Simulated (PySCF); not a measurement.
Si(H)2(NMe2)(nPr), SMILES CCC[SiH2]N(C)C, singlet at its GFN2-xTB optimised geometry (Å):

```
22

Si     0.4681    -1.3962     0.0000
C     -0.2080    -2.2180     1.5729
C      0.2674    -1.5583     2.8635
C     -0.2932    -2.2520     4.1003
N      0.0330     0.2691     0.0000
C     -1.2777     0.7359     0.3807
C      0.6887     1.1879    -0.8957
H      1.9348    -1.3962     0.0000
H     -0.0113    -2.1768    -1.1605
H      0.1112    -3.2613     1.5723
H     -1.2993    -2.2406     1.5623
H      1.3584    -1.5853     2.8985
H     -0.0339    -0.5091     2.8711
H      0.0124    -3.2965     4.1222
H     -1.3813    -2.2165     4.0985
H      0.0638    -1.7707     5.0086
H     -1.7402     0.0331     1.0669
H     -1.9348     0.8562    -0.4900
H     -1.1947     1.7084     0.8763
H      1.6932     0.8353    -1.1108
H      0.1466     1.2897    -1.8440
H      0.7518     2.1768    -0.4327
```

Calculation: PySCF with PBE0/def2-SVP.

Map of the HOMO amplitude (bohr^(-3/2)) on the plane z = 0.8 Å; orbital energy -6.13 eV, overall sign arbitrary:

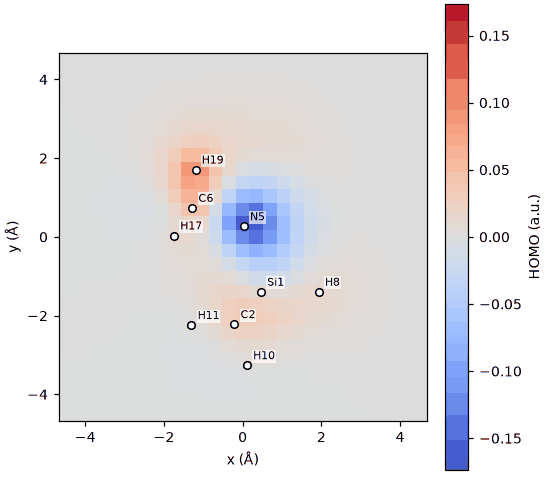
Figure: HOMO amplitude (bohr^(-3/2)) on the plane z = 0.8 Å.
